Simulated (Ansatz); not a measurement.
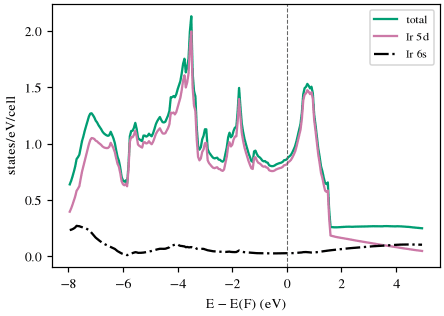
Figure. Total and projected density of states of Ir (fcc (Cu type), Fm-3m), LDA in the plane-wave PAW code Ansatz

### Question
Which orbitals carry the states next to the Fermi level?

### Answer
Within 0.5 eV of the Fermi level: Ir 5d 95 %. Projections are on Löwdin-orthogonalised atomic valence shells; empty p or d shells of many metals are not among them.

### Question
Where is the tallest occupied peak in this window, and what makes it?

### Answer
Near -3.5 eV, about 2.1 states/eV per cell; the largest projected share is Ir 5d.

Symmetry was held in the LDA relaxation. No spin polarisation was allowed. Spin–orbit coupling is left out wherever it is not named.

Potentials: the earlier of the program's two PAW sets. The files were generated under PBE; for other functionals the program regenerates the frozen cores, and for LDA and PBEsol the local potential too.
